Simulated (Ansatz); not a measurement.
# BrH7Si4: the cost of one run

Computed with Ansatz 0.2.0, driven from Python. The levels of theory stand in the script.

### Step 1. The structure

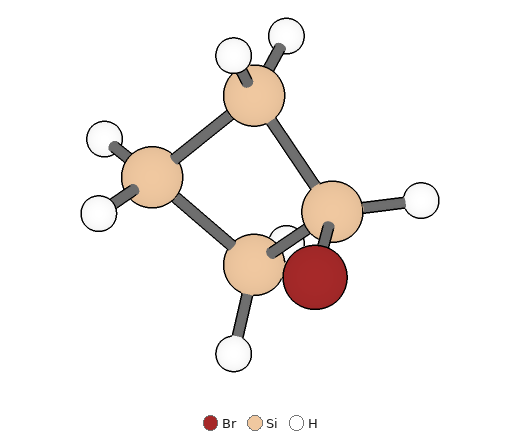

The starting structure, viewed from a chosen angle; bromine red, silicon light orange, hydrogen white.

The script reads brh7si4.xyz:

```xyz
12

Br    2.16010   -2.07420    0.93530
Si    0.92340   -1.11110   -0.61240
Si   -1.27500   -0.97500   -0.02380
Si   -0.76280    1.02080    0.97030
Si    0.98540    1.16510   -0.49820
H     1.18220   -1.68380   -1.96270
H    -2.17420   -0.80610   -1.19930
H    -1.74990   -2.03040    0.91360
H    -0.31710    0.86290    2.38120
H    -1.79850    2.07670    0.79880
H     0.59390    1.81470   -1.78030
H     2.23270    1.74020    0.07770
```

### Step 2. The script

run_methods.py

```python
from dataclasses import dataclass
from pathlib import Path

import ansatz as az
import numpy as np


@dataclass(frozen=True)
class Settings:
    basis: str = 'def2-SVP'


settings = Settings()

brh7si4 = az.Crystal.molecule_from_extxyz('brh7si4.xyz')

model = brh7si4.calculation().basis(gaussian=settings.basis)

print('functional    E (Ha)        dipole (D)   HOMO (eV)  LUMO (eV)')
for name in ['pbe0', 'blyp', 'hse06', 'lc_wpbe']:
    rep = model.functional(name).forces().orbitals().run(threads=1, runs_dir='runs').report
    lines = Path(rep['orbitals_path']).read_text().splitlines()
    field_of = lambda key: [line.split('=')[1].strip() for line in lines if line.startswith(key)]
    orbitals = [(27.211386 * float(e), s, float(n)) for e, s, n in zip(field_of('Ene='), field_of('Spin='), field_of('Occup='))]
    homo = max(e for e, _, n in orbitals if n > 0.5)
    lumo = min(e for e, _, n in orbitals if n < 0.5)
    dipole = 4.803205 * np.linalg.norm(rep['charge_distribution']['dipole_moment_e_ang'])
    print(f'{name:10s} {rep["free_energy_ev"] / 27.211386246:14.6f} {dipole:9.3f} {homo:11.3f} {lumo:10.3f}')
```

### Step 3. What the engine is handed

The package turns the script's settings into the engine's input (first run):

```yaml
crystal:
  periodic: [false, false, false]
  atoms:
    - { symbol: Br, position_ang: [2.1601, -2.0742, 0.9353] }
    - { symbol: Si, position_ang: [0.9234, -1.1111, -0.6124] }
    - { symbol: Si, position_ang: [-1.275, -0.975, -0.0238] }
    - { symbol: Si, position_ang: [-0.7628, 1.0208, 0.9703] }
    - { symbol: Si, position_ang: [0.9854, 1.1651, -0.4982] }
    - { symbol: H, position_ang: [1.1822, -1.6838, -1.9627] }
    - { symbol: H, position_ang: [-2.1742, -0.8061, -1.1993] }
    - { symbol: H, position_ang: [-1.7499, -2.0304, 0.9136] }
    - { symbol: H, position_ang: [-0.3171, 0.8629, 2.3812] }
    - { symbol: H, position_ang: [-1.7985, 2.0767, 0.7988] }
    - { symbol: H, position_ang: [0.5939, 1.8147, -1.7803] }
    - { symbol: H, position_ang: [2.2327, 1.7402, 0.0777] }
basis:
  gaussian:
    orbitals: def2-SVP
hamiltonian:
  xc: pbe0
output:
  orbitals: {}
  forces: true
```

### Step 4. Running it

Run with:

```console
> python run_methods.py
```

**Question.** How long does this script take on 1 thread of Arm Neoverse V2, shared host, and how much memory does it need?

About 41 s, with a peak of 0.48 GiB.
